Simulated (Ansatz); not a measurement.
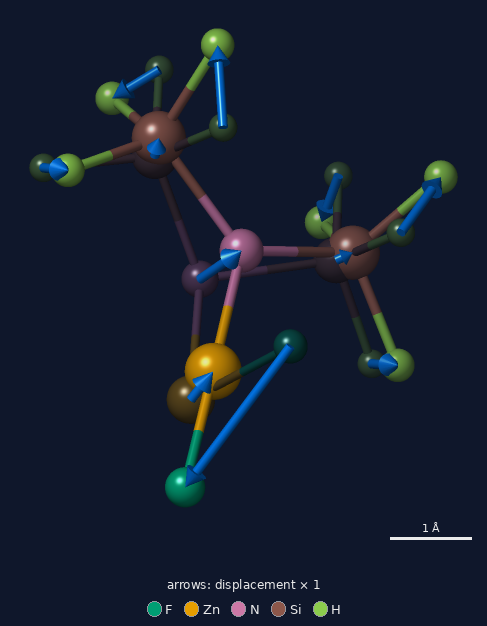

A relaxation of ZnSi2NH6F (coarse preliminary run). The starting structure is drawn faded, the final one solid; blue arrows show the displacements, at their true length. The two geometries are superimposed by the best rigid fit.

A ball-and-stick model, seen from a free direction.

The start comes from a force field.

Method: RKS PBE-D4/def2-SVP in Ansatz 0.2.0. (force threshold 0.03 eV/Å; at most 200 steps)

Which element moves most?

Fluorine: up to 2.25 Å, against 1.10 Å for hydrogen.

What did the optimiser do to the structure, and how much energy did it gain?

The atom that moves furthest after the best rigid fit is the F atom (2.25 Å). By element the largest moves are F 2.25 Å, H 1.10 Å, N 0.83 Å, Zn 0.47 Å, Si 0.29 Å. Some distances before and after: F–Zn 2.101 → 1.744 Å, N–Zn 2.043 → 1.827 Å, H–Si 1.450 → 1.509 Å, N–Si 1.803 → 1.756 Å. Bond angles that change, for instance: F–Zn–N 103.9° → 179.2°, Si–N–Si 107.3° → 123.9°, Zn–N–Si 111.3° → 118.0°. The energy falls by 56.1 kcal/mol in 23 accepted moves (24 points after the start). Largest force component: 2.8 eV/Å at the start, 0.024 eV/Å at the end. The line search rejected the trial step at point 21 of the run. The forces were under the threshold at step 13, but the run went on from there. Cost: 24 s on 4 threads of Intel Xeon 6975P-C (shared host).
